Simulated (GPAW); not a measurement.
# A GW chain in GPAW: BaTiO3 (Pm-3m), part 2 of 2

Wanted: ground state, empty states, screening and self-energy for BaTiO3 (Pm-3m).

GPAW 26.7.0; PBE and many-body steps on it, plane waves. Known limits of the many-body steps: not at the basis limit; no spin-orbit coupling; coarse k mesh.

So far. Step 3 (Bands along the symmetry lines): The gap is 1.781 eV, as in the run before at this level. Step 4 (Empty states on the mesh, 4×4×4 mesh, 347 bands): On this mesh the gap is 1.781 eV.

### Step 5. Screening and self-energy, 4×4×4 mesh, 337 bands, screening to 175 eV

Now the one-shot GW correction: screening in the RPA, then the self-energy of the levels asked for.

This step: G0W0 on PBE, plane waves, PAW.

The input, run.py:

```python
import json
import numpy as np
from gpaw.mpi import world
from gpaw.response.g0w0 import G0W0

gw = G0W0('full.gpw',
    filename='gw',
    kpts=[0, 9],
    bands=(18, 22),
    ecut=175,
    nbands=337,
    integrate_gamma='WS',
    ppa=True)
gw.calculate()
res = {mode: {k: v for k, v in r.items() if k != 'sigma_eskwn'}
       for mode, r in gw.all_results.items()}

if world.rank == 0:
    with open('result.json', 'w') as f:
        json.dump(res, f, default=lambda x: x.tolist())
```

On the command line:

```sh
> mpirun -n 4 gpaw python run.py
```

Numbers of over 12 decimals in the logs are rounded to 6 here.

The log of the run:

```text
Using integrator: PointIntegrator
FrequencyGridDescriptor(from 0.000+0.000j to 0.000+27.211j eV, 2 points)
Nonperiodic BCs:  [False False False]
Using integrator: PointIntegrator
FrequencyGridDescriptor(from 0.000+0.000j to 0.000+27.211j eV, 2 points)
Nonperiodic BCs:  [False False False]
  ___  _ _ _
 |   || | | |
 | | || | | |
 |__ ||_____|
 |___|

BZ k-points: Symmetries present (total): 48

  [... matrices ...]
64 k-points: 4 x 4 x 4 Monkhorst-Pack grid + [1/8,1/8,1/8]
10 k-points in the irreducible part of the Brillouin zone
       k-points in crystal coordinates                weights
   0:     0.00000000    0.00000000    0.00000000          1/64
   1:     0.25000000    0.00000000    0.00000000          6/64
   2:     0.25000000    0.25000000    0.00000000         12/64
   3:     0.25000000    0.25000000    0.25000000          8/64
   4:     0.50000000    0.00000000    0.00000000          3/64
   5:     0.50000000    0.25000000    0.00000000         12/64
   6:     0.50000000    0.25000000    0.25000000         12/64
   7:     0.50000000    0.50000000    0.00000000          3/64
   8:     0.50000000    0.50000000    0.25000000          6/64
   9:     0.50000000    0.50000000    0.50000000          1/64

Distributing spins, k-points and bands (1 x 2 x 4) over 4 processes
Number of blocks: 1

Quasi particle states:
k-points (IBZ indices): [0, 9]
Band range: (18, 22)
  [... matrices ...]
Computational parameters:
Plane wave cut-off: 175 eV
Number of bands: 337
Coulomb cutoff: None
Broadening: 0.1 eV

fxc modes: GW
Kernel: RPA
Using Godby-Needs plasmon-pole approximation:
  Fitting energy: i*E0, E0 = 1.000 Hartree
Summing all q:

Calculating screened Coulomb potential
No Coulomb truncation
FrequencyGridDescriptor(from 0.000+0.000j to 0.000+27.211j eV, 2 points)
Removing empty qpoint cache files...

Calculating chi0 body with:
    Ground state adapter containing:
    Number of spins: 1
    Number of kpoints: 64
    Number of irreducible kpoints: 10
    Number of completely occupied states: 20
    Number of partially occupied states: 20
    Occupied states memory: 4.21875 M / cpu

    Linear response parametrization:
    q_c: [0.0, 0.0, 0.0]
    Number of frequency points: 2
    Planewave cutoff: 175.0
    Number of bands: 337
    Number of planewaves: 341
    Broadening (eta): 1e-06
    comm.size: 4
    kncomm.size: 4
    blockcomm.size: 1

    Memory estimate of potentially large arrays:
        chi0_wGG: 3.548615 M / cpu
Integrating chi0 body.

Symmetries of q_c:
    Direct symmetries (Uq -> q): 48
    Indirect symmetries (TUq -> q): 0
In total 48 allowed symmetries.

  [... matrices ...]
10 groups of equivalent kpoints. 84.375% reduction.

Integral kind: response function
Integrating chi0 head and wings.

Symmetries of q_c:
    Direct symmetries (Uq -> q): 48
    Indirect symmetries (TUq -> q): 0
In total 48 allowed symmetries.

  [... matrices ...]
10 groups of equivalent kpoints. 84.375% reduction.

Integral kind: response function wings

Calculating chi0 body with:
    Ground state adapter containing:
    Number of spins: 1
    Number of kpoints: 64
    Number of irreducible kpoints: 10
    Number of completely occupied states: 20
    Number of partially occupied states: 20
    Occupied states memory: 4.21875 M / cpu

    Linear response parametrization:
[... the further q-points ...]

Results:
f:      Occupation numbers
eps:     KS-eigenvalues [eV]
vxc:     KS vxc [eV]
exx:     Exact exchange [eV]
sigma:   Self-energies [eV]
dsigma:  Self-energy derivatives
Z:       Renormalization factors
qp:      QP-energies [eV]

k-point 0 (0): (0.000, 0.000, 0.000)                GW
band       f     eps     vxc     exx   sigma  dsigma       Z      qp
                                                                   GW
  18   1.000   7.503 -21.292 -25.975   4.251  -0.320   0.758   7.176
  19   1.000   7.503 -21.292 -25.972   4.251  -0.320   0.758   7.178
  20   0.000   9.422 -20.230 -12.626  -5.745  -0.306   0.766  10.845
  21   0.000   9.422 -20.230 -12.626  -5.745  -0.306   0.766  10.845

k-point 1 (9): (0.500, 0.500, 0.500)                GW
band       f     eps     vxc     exx   sigma  dsigma       Z      qp
                                                                   GW
  18   1.000   7.641 -20.823 -25.880   4.615  -0.333   0.750   7.310
  19   1.000   7.641 -20.823 -25.880   4.615  -0.333   0.750   7.309
  20   0.000  11.824 -23.759 -14.714  -6.764  -0.394   0.718  13.461
  21   0.000  11.824 -23.759 -14.713  -6.764  -0.394   0.718  13.461
```

Wall time 4.3 min (4 MPI ranks of Arm Neoverse V1, shared host); peak memory 1.9 GiB.

This step gave:

* G0W0 gap on the points computed: 3.535 eV
* least direct G0W0 gap on the computed points: 3.667 eV
* Z at the valence top: 0.7503
* Z at the conduction bottom: 0.7656
* starting gap on the mesh: 1.781 eV
* k of the valence top: 0.5, 0.5, 0.5
* k of the conduction bottom: 0, 0, 0

The gap on the mesh goes from 1.78 eV to 3.54 eV, a correction of +1.75 eV.

Limits: finite bands, cutoff and mesh; no spin-orbit coupling; coarse k mesh. v1 is the top filled band, c1 the lowest empty one. Levels before and after the correction, in eV, zero at the valence-band top of each column:

```csv
,conduction bottom,valence top
Kohn-Sham,1.78,0.00
G0W0,3.54,0.00
```

```csv
,level,energy (eV)
Kohn-Sham,Γ v2-v1,-0.137
Kohn-Sham,Γ c1-c2,1.781
Kohn-Sham,(0.5 0.5 0.5) v2-v1,0.000
Kohn-Sham,(0.5 0.5 0.5) c1-c2,4.183
G0W0,Γ v2-v1,-0.134
G0W0,Γ c1-c2,3.535
G0W0,(0.5 0.5 0.5) v2-v1,0.000
G0W0,(0.5 0.5 0.5) c1-c2,6.152
```

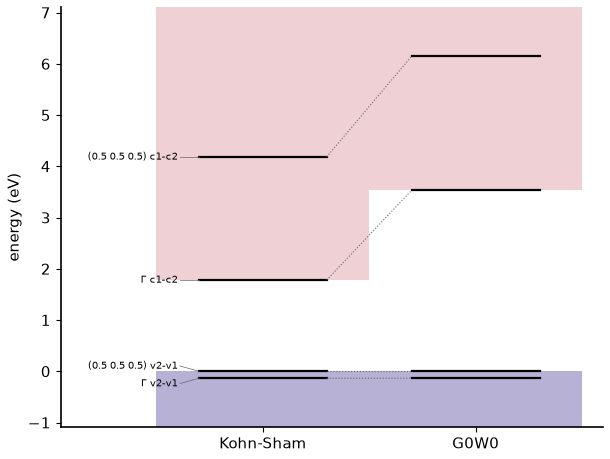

Levels before and after the correction. Shaded: valence and conduction bands.

### Step 6. Where the time went

Times are wall times on 4 MPI ranks of Arm Neoverse V1, shared host, good to a factor of about two.

```csv
step,time,share,memory (GiB)
ground state,11 s,3 %,0.74
bands along the symmetry lines,14 s,5 %,0.83
empty states on the mesh,35 s,11 %,2.2
screening and self-energy,4.3 min,81 %,1.9
```

### Step 7. What came out

- PBE gap: 1.78 eV, indirect
- G0W0 gap on the mesh: 3.54 eV
- GW settings: 4×4×4 mesh, 337 bands, screening to 175 eV, Godby-Needs plasmon pole
- known limits: not at the basis limit; no spin-orbit coupling; coarse k mesh

G0W0 moves the gap on the mesh from 1.78 eV to 3.54 eV (+1.75 eV), with Z of 0.75 and 0.77 at the edges. Only 2 of the mesh's irreducible points were corrected, so a valley elsewhere could overtake. The dearest step here is «screening and self-energy». Against experiment, by G0W0@PBE: the gap of 3.54 eV lies +0.34 eV from the measured 3.2 eV (optical, 2024); the gap of 3.54 eV lies +0.26 eV from the measured 3.28 eV (optical, 2024). An exciton line or allowed optical edge lies below the quasiparticle gap by the binding energy; a forbidden edge can push the onset above it. The calculation has static nuclei and no excitons; a measured gap holds zero-point and thermal motion, which mostly lowers it. Bands and cutoff are finite, so the gap is not at the basis limit. The miss can reach some tenths of an eV and take either sign; the mesh is an error of its own. These stock PAW sets were not made for GW. In the G0W0 run levels were corrected at 2 k points alone, so a gap called «on the mesh» is the least over those, and an edge elsewhere would be missed. The 4×4×4 mesh is coarse for this cell, which bears on the long-range parts of exchange and screening. This is the ideal cubic cell; many perovskites, halides above all, are cubic only on average, and local tilts or off-centring can widen the gap. The many-body steps are scalar-relativistic: spin-orbit coupling is not in them.

[Paths, hosts, dates, memory and timing lines, banners, echoed tables and standing remarks are left out of the program output.]

[Logs are printed without paths, hosts, clocks, repeated set-up lines and the standing remarks that a program may print on its own settings, such as how far it seeks lower states.]

[Runs of the session that timed out or met a known fault of the program may be left out.]

[Hosts, paths, dates, database ids (printed as entryN), source tags and the programs' standing remarks are cut or masked in the printed files.]
